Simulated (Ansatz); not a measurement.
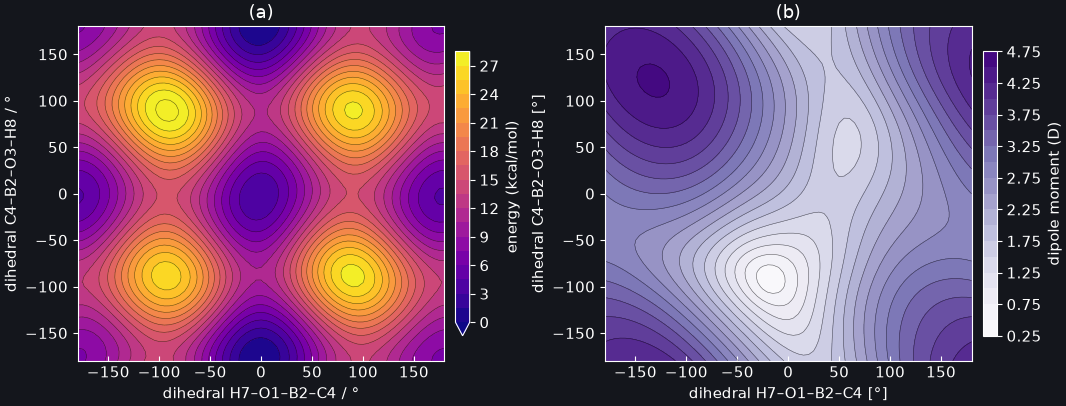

CH₃BF₂O₂, SMILES OB(O)C(F)F. 
- Coordinates scanned: (1) dihedral H7–O1–B2–C4; (2) dihedral C4–B2–O3–H8.
- Nothing is relaxed (all other coordinates rigid).
- The scan uses an 18 × 18 grid.
- All energies are given in kcal/mol relative to the lowest grid point.
- Theory: RKS PBE-D4/def2-SVP (Ansatz).

Panel (a) is the energy and panel (b) the computed dipole moment on the same grid.

The picture shows filled contours. Between grid points the surface is interpolated.

**How does the dipole moment vary over the map, and what is it at the lowest grid point?**

Leaving out the highest fifth of the energies, it runs from 0.40 D at dihedral H7–O1–B2–C4 = −20°, dihedral C4–B2–O3–H8 = −100° to 4.53 D at dihedral H7–O1–B2–C4 = −140°, dihedral C4–B2–O3–H8 = 120°. At the lowest grid point, dihedral H7–O1–B2–C4 = 0°, dihedral C4–B2–O3–H8 = −180°, it is 1.69 D.
